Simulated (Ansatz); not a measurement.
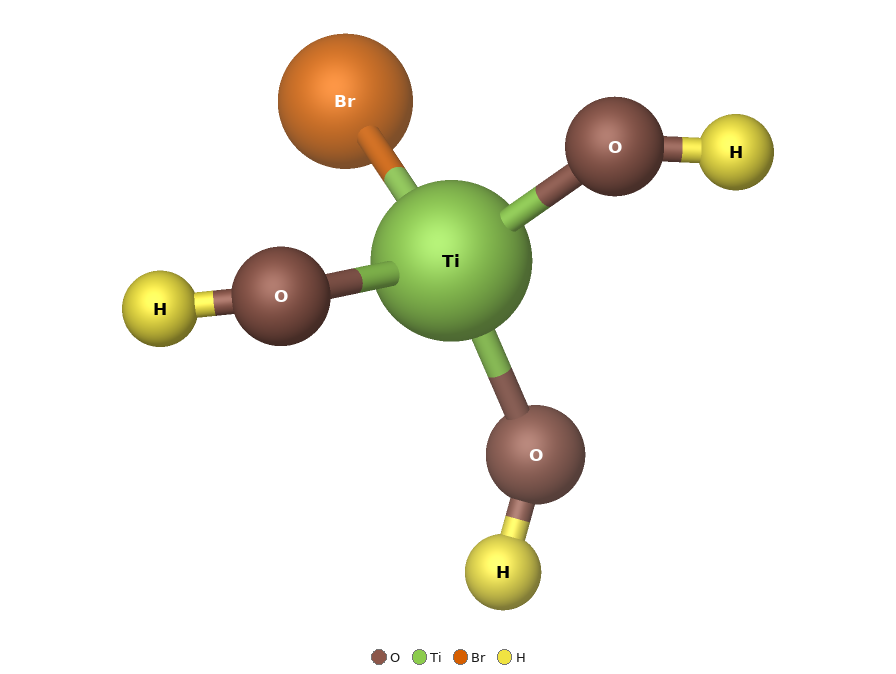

Ball-and-stick drawing of a structure.

The species is neutral and a spin singlet. The geometry was computed by an optimisation with PBE0-D4/def2-TZVP.

What is the molecular formula?

Answer. BrH3O3Ti, 8 atoms: 1 bromine, 3 hydrogen, 3 oxygen and 1 titanium.

Give a SMILES string for it.

Answer. [OH][Ti]([OH])([OH])[Br]

Count the bonded pairs by element.

Answer. 3 O–Ti, 3 O–H, 1 Br–Ti.

More results for the same structure follow; atom numbers are the same in all pictures, views and colours differ.

### Dipole moment

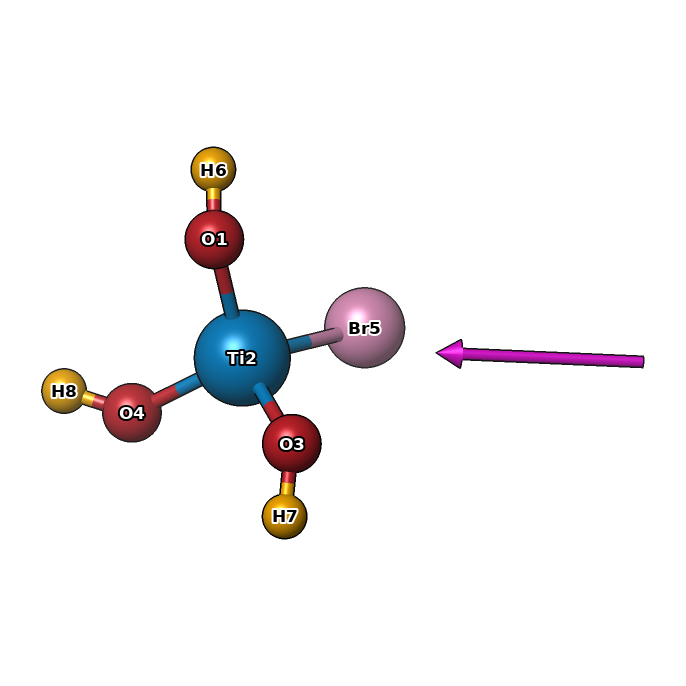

The arrow beside the molecule shows the direction of the dipole moment, from the negative to the positive end (its length means nothing). Properties computed with RKS PBE-D4/def2-TZVPP (Ansatz 0.2.0).

Estimate the dipole moment.

Answer. 2.73 D; it points from the side of Br5 to the side of H8 (the outermost atoms at the two ends).

### Charges

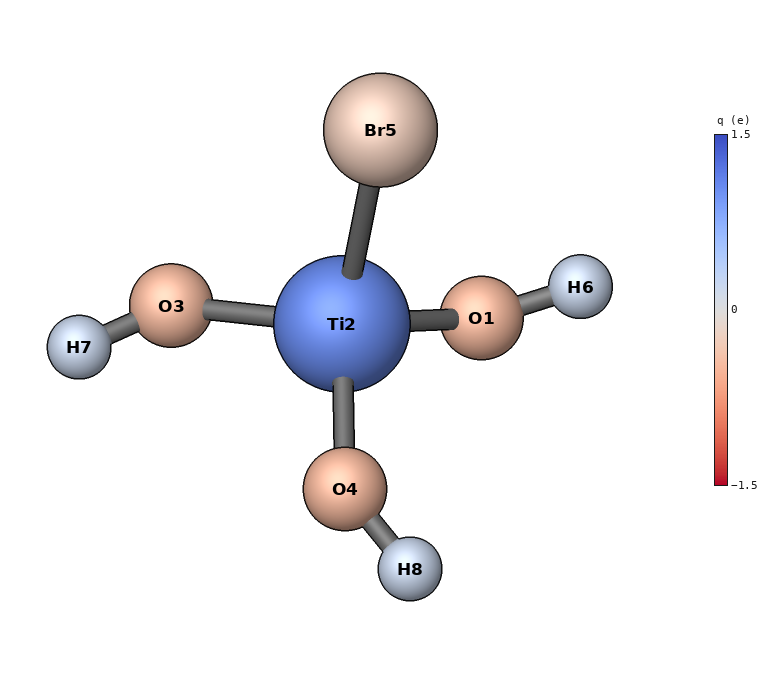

Atoms are coloured by their Mulliken charges. Level of theory: RKS B3LYP-D4/def2-TZVPP (Ansatz 0.2.0).

Which atom carries the highest charge (most positive or least negative)?

Answer. Ti2 (1.03 e).

And the lowest?

Answer. O1, O4 (−0.46 e).

Give the Mulliken charges atom by atom.

| atom | value (e) |
| --- | --- |
| O1 | −0.46 |
| Ti2 | 1.03 |
| O3 | −0.45 |
| O4 | −0.46 |
| Br5 | −0.25 |
| H6 | 0.20 |
| H7 | 0.19 |
| H8 | 0.20 |

### Vibrations

Harmonic vibrations computed with RKS PBE0-D4/def2-TZVP (Ansatz 0.2.0) at a stationary point of the same level.

How many vibrational modes are there, and where do they lie?

Answer. 18 modes: 123, 126, 156, 174, 194, 215, 250, 265, 344, 379, 417, 479, 753, 802, 816, 3912, 3930, 3940 cm⁻¹.

Mulliken values depend strongly on the basis set and can even reverse the polarity of a bond.
